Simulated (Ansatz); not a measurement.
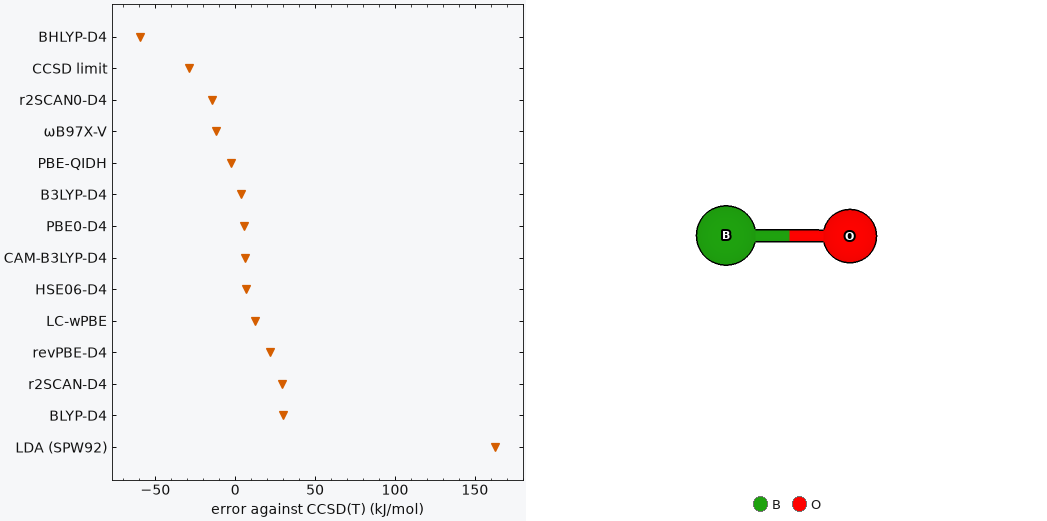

Error in the electronic atomisation energy (method less reference, so positive means overbinding) of BO, doublet: functionals in def2-TZVPP against frozen-core CCSD(T) at the limit (scheme: direct), which gives 811.6 kJ/mol, at a PBE0-D4/def2-TZVP geometry (a minimum by its frequencies), no zero-point or spin-orbit term, the Ansatz code. The reference leaves out core correlation, a term that grows with the number of heavy atoms. PBE-QIDH holds a correlation term that converges slowly with the basis, so part of the distance to the limit is basis error. No dispersion term is added to PBE-QIDH and LC-wPBE. Limit means the basis limit.

Question: Which of these levels overbind, and which underbind?

Answer: Overbind: LC-wPBE, revPBE-D4, r2SCAN-D4, BLYP-D4 and LDA (SPW92). Underbind: BHLYP-D4, CCSD limit, r2SCAN0-D4 and ωB97X-V. Within 10 kJ/mol of zero, too close to call in view of what the reference leaves out: PBE-QIDH, B3LYP-D4, PBE0-D4, CAM-B3LYP-D4 and HSE06-D4.

Question: Give the values.

Answer:
| level | kJ/mol |
| --- | --- |
| BHLYP-D4 | −59.7 |
| CCSD limit | −28.9 |
| r2SCAN0-D4 | −14.6 |
| ωB97X-V | −11.8 |
| PBE-QIDH | −2.5 |
| B3LYP-D4 | 3.5 |
| PBE0-D4 | 5.3 |
| CAM-B3LYP-D4 | 6.0 |
| HSE06-D4 | 6.6 |
| LC-wPBE | 12.7 |
| revPBE-D4 | 21.8 |
| r2SCAN-D4 | 29.3 |
| BLYP-D4 | 30.1 |
| LDA (SPW92) | 162.5 |
